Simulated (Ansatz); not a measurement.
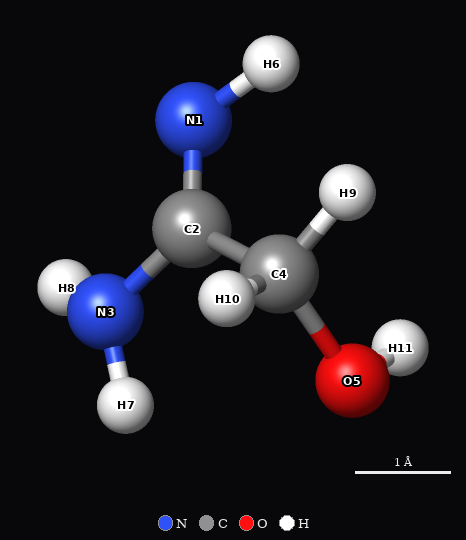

Figure 1. The input geometry (ball-and-stick view, seen at a tilt; atoms are numbered from 1 in the order of the input).

## Geometry relaxation, with input and output: C2H6N2O (part 1 of 2)

System: C2H6N2O, SMILES N=C(N)CO.
Method: RKS PBE-D4/def2-SVP (Ansatz 0.2.0).

The geometry: force-field start. Figures and captions count atoms from 1; the log counts them from 0 in places.

What the program printed
```
Functional definition: PBE
  name "PBE"
  cite "Perdew, Burke & Ernzerhof, Phys. Rev. Lett. 77, 3865 (1996) doi:10.1103/PhysRevLett.77.3865"
  parent pbe
  parameter kappa = 0.804
  parameter beta = 0.06672455060314922
  exchange = pbe_x(kappa = kappa, mu = beta*pi^2/3)
  correlation = pbe_c(beta = beta)
1151 factors; their error is unknown
mean field evaluation 1: about -7172.3220 eV, gradient 7.5e1 eV
mean field evaluation 2: about -7152.7059 eV, gradient 1.2e2 eV
mean field evaluation 4: about -7183.8568 eV, gradient 1.1e1 eV
mean field evaluation 8: about -7184.1223 eV, gradient 3.2e-1 eV
mean field evaluation 16: about -7184.0561 eV, gradient 2.6e-3 eV
mean field -7184.05606582 eV, -264.0091908907 hartree, gradient 3.0e-5 eV, S^2 0.000000; 0 other end points of the search recorded, 0 dependent functions left out
the calculation of the forces begins
reference -7184.05609706 eV, -264.0091920389 hartree; 20, 20 occupied and 80, 80 virtual orbitals, 1151 factors
relax step   1: F+E_penalty+E_count = -7184.24454201 eV  Δ(F+E_penalty+E_count) = +0.000e0 eV  max|allowed force component| = 5.749e0 eV/Å  Δτ_max = 0.0000 Å  (30 SCF iters, accepted)
these checks for a lower state are left out or cut short: starts, cluster_reference, orbital_swaps, neighbouring_geometries, increment
1151 factors; their error is unknown
mean field -7184.52340256 eV, -264.0263651993 hartree, gradient 1.2e-5 eV, S^2 0.000000; 0 other end points of the search recorded, 0 dependent functions left out
the calculation of the forces begins
reference -7184.52343431 eV, -264.0263663662 hartree; 20, 20 occupied and 80, 80 virtual orbitals, 1151 factors
relax step   2: F+E_penalty+E_count = -7184.71013278 eV  Δ(F+E_penalty+E_count) = -4.656e-1 eV  max|allowed force component| = 1.758e0 eV/Å  Δτ_max = 0.1937 Å  (30 SCF iters, accepted)
these checks for a lower state are left out or cut short: starts, cluster_reference, orbital_swaps, neighbouring_geometries, increment
1151 factors; their error is unknown
mean field evaluation 32: about -7184.5985 eV, gradient 2.4e-3 eV
mean field -7184.59851118 eV, -264.0291253902 hartree, gradient 1.4e-5 eV, S^2 0.000000; 0 other end points of the search recorded, 0 dependent functions left out
the calculation of the forces begins
reference -7184.59854303 eV, -264.0291265606 hartree; 20, 20 occupied and 80, 80 virtual orbitals, 1151 factors
relax step   3: F+E_penalty+E_count = -7184.78499726 eV  Δ(F+E_penalty+E_count) = -7.486e-2 eV  max|allowed force component| = 1.034e0 eV/Å  Δτ_max = 0.0873 Å  (30 SCF iters, accepted)
these checks for a lower state are left out or cut short: starts, cluster_reference, orbital_swaps, neighbouring_geometries, increment
1151 factors; their error is unknown
mean field -7184.56785631 eV, -264.0279988444 hartree, gradient 2.4e-5 eV, S^2 0.000000; 0 other end points of the search recorded, 0 dependent functions left out
the calculation of the forces begins
reference -7184.56788794 eV, -264.0280000069 hartree; 20, 20 occupied and 80, 80 virtual orbitals, 1151 factors
relax step   4: F+E_penalty+E_count = -7184.75513396 eV  Δ(F+E_penalty+E_count) = +2.986e-2 eV  max|allowed force component| = 1.410e0 eV/Å  Δτ_max = 0.0828 Å  (30 SCF iters, rejected (line search))
these checks for a lower state are left out or cut short: starts, cluster_reference, orbital_swaps, neighbouring_geometries, increment
1151 factors; their error is unknown
mean field -7184.63048541 eV, -264.0303004213 hartree, gradient 2.6e-5 eV, S^2 0.000000; 0 other end points of the search recorded, 0 dependent functions left out
the calculation of the forces begins
reference -7184.63051724 eV, -264.0303015911 hartree; 20, 20 occupied and 80, 80 virtual orbitals, 1151 factors
relax step   5: F+E_penalty+E_count = -7184.81749041 eV  Δ(F+E_penalty+E_count) = -3.249e-2 eV  max|allowed force component| = 3.236e-1 eV/Å  Δτ_max = 0.0401 Å  (31 SCF iters, accepted)
these checks for a lower state are left out or cut short: starts, cluster_reference, orbital_swaps, neighbouring_geometries, increment
1151 factors; their error is unknown
mean field -7184.64819507 eV, -264.0309512394 hartree, gradient 9.3e-6 eV, S^2 0.000000; 0 other end points of the search recorded, 0 dependent functions left out
the calculation of the forces begins
reference -7184.64822710 eV, -264.0309524163 hartree; 20, 20 occupied and 80, 80 virtual orbitals, 1151 factors
relax step   6: F+E_penalty+E_count = -7184.83530712 eV  Δ(F+E_penalty+E_count) = -1.782e-2 eV  max|allowed force component| = 2.000e-1 eV/Å  Δτ_max = 0.1000 Å  (31 SCF iters, accepted)
these checks for a lower state are left out or cut short: starts, cluster_reference, orbital_swaps, neighbouring_geometries, increment
1151 factors; their error is unknown
mean field -7184.66013734 eV, -264.0313901098 hartree, gradient 1.7e-5 eV, S^2 0.000000; 0 other end points of the search recorded, 0 dependent functions left out
the calculation of the forces begins
reference -7184.66016947 eV, -264.0313912903 hartree; 20, 20 occupied and 80, 80 virtual orbitals, 1151 factors
relax step   7: F+E_penalty+E_count = -7184.84696757 eV  Δ(F+E_penalty+E_count) = -1.166e-2 eV  max|allowed force component| = 2.759e-1 eV/Å  Δτ_max = 0.1494 Å  (30 SCF iters, accepted)
these checks for a lower state are left out or cut short: starts, cluster_reference, orbital_swaps, neighbouring_geometries, increment
1151 factors; their error is unknown
mean field evaluation 64: about -7184.7307 eV, gradient 5.6e-2 eV
mean field -7184.66767150 eV, -264.0316669848 hartree, gradient 9.7e-6 eV, S^2 0.000000; 0 other end points of the search recorded, 0 dependent functions left out
the calculation of the forces begins
reference -7184.66770358 eV, -264.0316681638 hartree; 20, 20 occupied and 80, 80 virtual orbitals, 1151 factors
relax step   8: F+E_penalty+E_count = -7184.85444421 eV  Δ(F+E_penalty+E_count) = -7.477e-3 eV  max|allowed force component| = 1.575e-1 eV/Å  Δτ_max = 0.0685 Å  (31 SCF iters, accepted)
these checks for a lower state are left out or cut short: starts, cluster_reference, orbital_swaps, neighbouring_geometries, increment
1151 factors; their error is unknown
mean field -7184.66951214 eV, -264.0317346273 hartree, gradient 2.0e-5 eV, S^2 0.000000; 0 other end points of the search recorded, 0 dependent functions left out
the calculation of the forces begins
reference -7184.66954424 eV, -264.0317358069 hartree; 20, 20 occupied and 80, 80 virtual orbitals, 1151 factors
relax step   9: F+E_penalty+E_count = -7184.85613748 eV  Δ(F+E_penalty+E_count) = -1.693e-3 eV  max|allowed force component| = 5.424e-2 eV/Å  Δτ_max = 0.0329 Å  (31 SCF iters, accepted)
these checks for a lower state are left out or cut short: starts, cluster_reference, orbital_swaps, neighbouring_geometries, increment
1151 factors; their error is unknown
mean field -7184.66997029 eV, -264.0317514640 hartree, gradient 2.1e-5 eV, S^2 0.000000; 0 other end points of the search recorded, 0 dependent functions left out
the calculation of the forces begins
reference -7184.67000240 eV, -264.0317526441 hartree; 20, 20 occupied and 80, 80 virtual orbitals, 1151 factors
relax step  10: F+E_penalty+E_count = -7184.85656366 eV  Δ(F+E_penalty+E_count) = -4.262e-4 eV  max|allowed force component| = 5.899e-2 eV/Å  Δτ_max = 0.0240 Å  (31 SCF iters, accepted)
these checks for a lower state are left out or cut short: starts, cluster_reference, orbital_swaps, neighbouring_geometries, increment
1151 factors; their error is unknown
mean field -7184.67053415 eV, -264.0317721856 hartree, gradient 2.0e-5 eV, S^2 0.000000; 0 other end points of the search recorded, 0 dependent functions left out
the calculation of the forces begins
reference -7184.67056627 eV, -264.0317733659 hartree; 20, 20 occupied and 80, 80 virtual orbitals, 1151 factors
relax step  11: F+E_penalty+E_count = -7184.85717149 eV  Δ(F+E_penalty+E_count) = -6.078e-4 eV  max|allowed force component| = 2.497e-2 eV/Å  Δτ_max = 0.0084 Å  (32 SCF iters, accepted)
1151 factors; their error is unknown
mean field evaluation 96: about -7184.5265 eV, gradient 9.9e0 eV
```

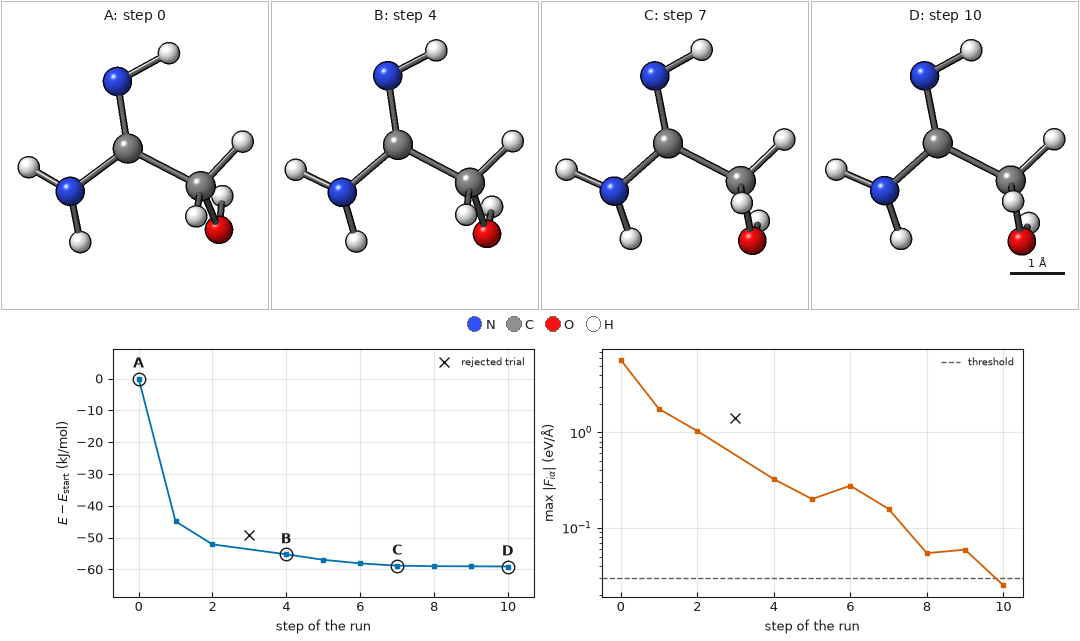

Figure 2. Frames of the relaxation (ball-and-stick view, seen at a tilt) above the curves, on which the letters mark them (the first geometry is step 0 here and step 1 in the log).

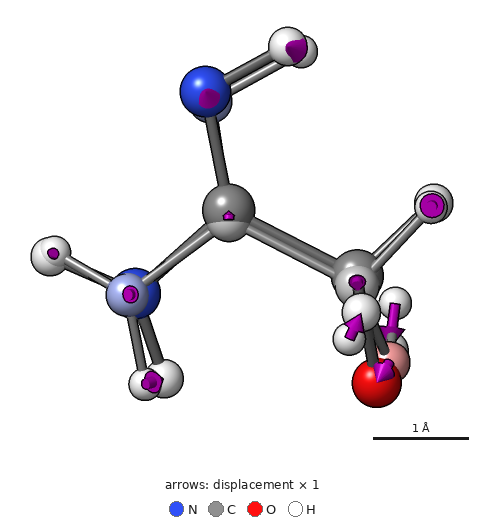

Figure 3. Start (faint) and end (solid) with the displacements as pink arrows, at true length (ball-and-stick view, seen at a tilt). The two geometries are laid on each other by the best rigid fit. After 10 geometry steps the energy has fallen by 59.1 kJ/mol. Largest force component: 5.7 eV/Å at the start, 0.025 eV/Å at the end. The line search rejected the trial step at point 3 (counted from 0) and went back. H11 moves most after the best rigid fit: 0.50 Å. By element the largest moves are H 0.50 Å, O 0.31 Å, N 0.31 Å, C 0.18 Å. Among the contacts that change: C4–H10 1.021 → 1.112 Å, N1–H6 1.100 → 1.032 Å, N3–H8 0.974 → 1.020 Å, C4–O5 1.463 → 1.421 Å. Among the angles that change: C2–C4–O5 105.9° → 113.9°, O5–C4–H10 112.6° → 105.9°, N1–C2–N3 116.7° → 121.9°. (Atoms are counted from 1 in the order of the input.)

```
mean field -7184.67053415 eV, -264.0317721856 hartree, gradient 2.7e-5 eV, S^2 0.000000; 1 other end points of the search recorded, 0 dependent functions left out
the calculation of the forces begins
reference -7184.67056627 eV, -264.0317733659 hartree; 20, 20 occupied and 80, 80 virtual orbitals, 1151 factors
Total energy: -7184.85720361 eV, -264.0386321615 hartree
Atom 0 at    -0.618701     0.209825     1.774003 Å, force    -0.007406     0.000466    -0.002002 eV/Å
Atom 1 at    -0.076656    -0.134663     0.653855 Å, force     0.009553     0.016402     0.014888 eV/Å
Atom 2 at     0.354826    -1.414652     0.420179 Å, force    -0.024973    -0.010806    -0.008158 eV/Å
Atom 3 at     0.248692     0.813381    -0.506636 Å, force     0.006404    -0.008259    -0.008877 eV/Å
Atom 4 at     0.244918     0.185355    -1.781781 Å, force     0.005196     0.006684     0.000123 eV/Å
Atom 5 at    -0.841681     1.217421     1.753328 Å, force     0.008732    -0.012853    -0.005928 eV/Å
Atom 6 at     0.545251    -1.664524    -0.550888 Å, force     0.007581     0.003152     0.010588 eV/Å
Atom 7 at     0.056979    -2.140861     1.071335 Å, force     0.011129     0.009507    -0.004884 eV/Å
Atom 8 at    -0.443235     1.685622    -0.453917 Å, force    -0.006331     0.006559     0.000239 eV/Å
Atom 9 at     1.279340     1.204480    -0.362865 Å, force    -0.004882    -0.007849     0.002617 eV/Å
Atom 10 at    -0.684332    -0.018485    -1.996113 Å, force    -0.005002    -0.003002     0.001394 eV/Å
Dipole moment:    -0.139816    -0.046994    -0.438717 e Å
```
